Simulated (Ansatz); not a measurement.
Frequency calculation of SiH₇O₂F

System: SiH₇O₂F.
Method: RKS PBE0-D4/def2-SVP (Ansatz 0.2.0).

Figures and captions count atoms from 1; the log counts them from 0 in places.

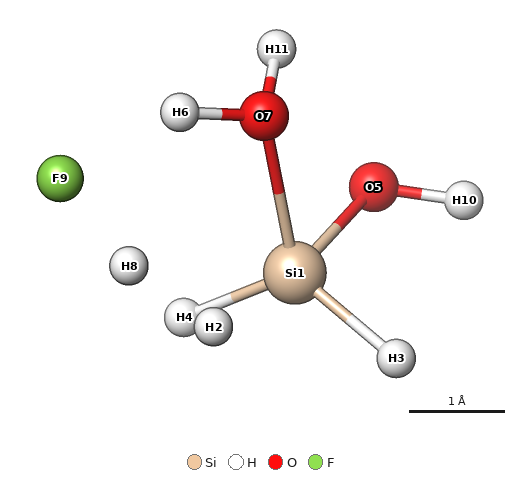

**Figure 1.** The structure (ball-and-stick view, seen at a tilt; atoms are numbered from 1 in the order of the input).

Summary:

| quantity | value |
| --- | --- |
| outcome | converged |
| total energy | −14784.2515 eV |
| mean-field energy | −14784.1057 eV |
| dispersion energy | −0.1458 eV |
| largest force (length of the vector) | 1.967 eV/Å |
| dipole moment | 3.77 D |
| hardware | 4 threads of Arm Neoverse V2, 23 GiB of memory available, shared host |
| wall time | 43 s (CPU time 2.6 min) |
| peak memory | 0.17 GiB |

Input:
```yaml
crystal:
  periodic: [false, false, false]
  atoms:
    - {symbol: Si, position_ang: [0.442821, 0.468811, -0.541490]}
    - {symbol: H, position_ang: [-1.424615, 0.483709, -0.745124]}
    - {symbol: H, position_ang: [0.400578, 0.351586, -2.026233]}
    - {symbol: H, position_ang: [0.329698, 1.755940, 0.178641]}
    - {symbol: O, position_ang: [2.046808, 0.020712, -0.207828]}
    - {symbol: H, position_ang: [-0.891918, -0.840912, 1.068039]}
    - {symbol: O, position_ang: [-0.050163, -1.000386, 0.547132]}
    - {symbol: H, position_ang: [-1.910644, 0.349676, 0.252355]}
    - {symbol: F, position_ang: [-2.186084, -0.026785, 1.337067]}
    - {symbol: H, position_ang: [2.532973, -0.324382, -0.961415]}
    - {symbol: H, position_ang: [0.710647, -1.237969, 1.098957]}
basis:
  gaussian: {orbitals: def2-SVP}
hamiltonian: {xc: pbe0, dispersion: d4}
phonons: {}
scf: {lower_state_search: off}
```

Launch command:
```bash
ansatz run in.yaml --threads 4 --pin off --events-out ev --progress --plain --max-ram 9574MiB
```

The program's output:
```
Functional definition: PBE0
  name "PBE0"
  cite "Adamo & Barone, J. Chem. Phys. 110, 6158 (1999) doi:10.1063/1.478522"
  cite "Perdew, Burke & Ernzerhof, Phys. Rev. Lett. 77, 3865 (1996) doi:10.1103/PhysRevLett.77.3865"
  parent pbe
  parameter a = 0.25
  parameter kappa = 0.804
  parameter beta = 0.06672455060314922
  exchange = (1 - a)*pbe_x(kappa = kappa, mu = beta*pi^2/3) + a*exact_x
  correlation = pbe_c(beta = beta)
these checks for a lower state are left out or cut short: stability, starts, cluster_reference, orbital_swaps, neighbouring_geometries, increment
980 factors; integrals over basis functions are off by at most 6.3e-4 eV
mean field evaluation 1: about -14777.9540 eV, gradient 6.1e1 eV
mean field evaluation 2: about -14770.4629 eV, gradient 8.9e1 eV
mean field evaluation 4: about -14784.0694 eV, gradient 3.8e0 eV
mean field evaluation 8: about -14784.1056 eV, gradient 1.6e-1 eV
mean field evaluation 16: about -14784.1057 eV, gradient 6.9e-6 eV
mean field -14784.10568013 eV, -543.3058627179 hartree, gradient 6.9e-6 eV, S^2 0.000000; 0 other end points of the search recorded, 0 dependent functions left out
the calculation of the forces begins
reference -14784.10570394 eV, -543.3058635930 hartree; 23, 23 occupied and 72, 72 virtual orbitals, 980 factors
these checks for a lower state are left out or cut short: stability, starts, cluster_reference, orbital_swaps, neighbouring_geometries, increment
980 factors; integrals over basis functions are off by at most 6.3e-4 eV
mean field -14784.10327032 eV, -543.3057741590 hartree, gradient 2.8e-6 eV, S^2 0.000000; 0 other end points of the search recorded, 0 dependent functions left out
[... from here on the field's lines of each further geometry are left out, up to the last ...]
the calculation of the forces begins
reference -14784.10564899 eV, -543.3058615735 hartree; 23, 23 occupied and 72, 72 virtual orbitals, 980 factors
these checks for a lower state are left out or cut short: stability, starts, cluster_reference, orbital_swaps, neighbouring_geometries, increment
980 factors; integrals over basis functions are off by at most 6.3e-4 eV
mean field -14784.10561761 eV, -543.3058604203 hartree, gradient 1.2e-6 eV, S^2 0.000000; 0 other end points of the search recorded, 0 dependent functions left out
the calculation of the forces begins
reference -14784.10564142 eV, -543.3058612954 hartree; 23, 23 occupied and 72, 72 virtual orbitals, 980 factors
WARN: phonons: modes at or below zero, which the zero-point energy, F, S and C_V leave out: 1, the lowest at -1041.17 cm⁻¹. A minimum has none, and a first-order saddle one
Total energy: -14784.25149936 eV, -543.3112214760 hartree
Atom 0 at     0.442821     0.468811    -0.541490 Å, force    -0.889774    -0.244491     0.112900 eV/Å
Atom 1 at    -1.424615     0.483709    -0.745124 Å, force     0.456266    -0.089161     0.712589 eV/Å
Atom 2 at     0.400578     0.351586    -2.026233 Å, force     0.002373     0.000037     0.004399 eV/Å
Atom 3 at     0.329698     1.755940     0.178641 Å, force     0.004311    -0.000574     0.000599 eV/Å
Atom 4 at     2.046808     0.020712    -0.207828 Å, force    -0.000823    -0.005714    -0.009955 eV/Å
Atom 5 at    -0.891918    -0.840912     1.068039 Å, force    -0.904541     0.410145     0.323768 eV/Å
Atom 6 at    -0.050163    -1.000386     0.547132 Å, force     0.458972     0.181718    -0.409008 eV/Å
Atom 7 at    -1.910644     0.349676     0.252355 Å, force    -0.093688    -0.478827     0.976632 eV/Å
Atom 8 at    -2.186084    -0.026785     1.337067 Å, force     0.938288     0.228027    -1.713310 eV/Å
Atom 9 at     2.532973    -0.324382    -0.961415 Å, force     0.026775    -0.001605     0.000880 eV/Å
Atom 10 at     0.710647    -1.237969     1.098957 Å, force     0.001840     0.000447     0.000506 eV/Å
Dipole moment:     0.665289    -0.384052    -0.161059 e Å
Vibrations: -1041.17 122.36 169.18 233.85 275.07 451.12 458.06 523.43 588.43 671.66 736.72 807.26 833.11 871.41 960.37 978.94 1021.03 1045.16 1328.72 1431.53 1513.83 1642.05 2230.69 2304.64 3125.11 3827.52 3939.23 cm⁻¹, zero-point energy 1.989356 eV
Checks for a lower state left out: stability, starts, cluster_reference, orbital_swaps, neighbouring_geometries, increment
```

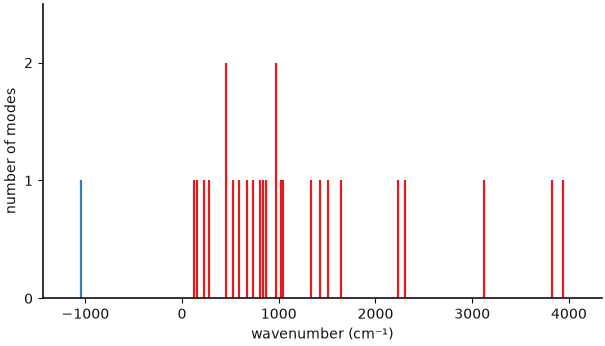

**Figure 2.** Harmonic vibrational wavenumbers from the force constants; neighbouring modes closer than 23 cm⁻¹ are counted in one stick, and imaginary ones are drawn at negative wavenumbers. 27 modes from 1041i to 3939 cm⁻¹, 1 imaginary beyond 8i (1041i cm⁻¹): a first-order saddle point, if the geometry is stationary.

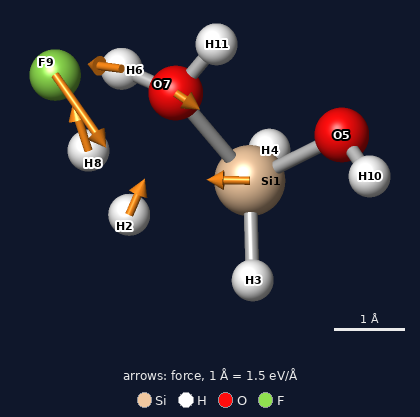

**Figure 3.** Forces on the atoms as orange arrows (ball-and-stick view, seen at a tilt; atoms are numbered from 1 in the order of the input); the smallest are left out. The largest act on F9 (1.97 eV/Å); H8 (1.09 eV/Å); H6 (1.04 eV/Å); Si1 (0.93 eV/Å), among others. The geometry is not a stationary point of this energy.
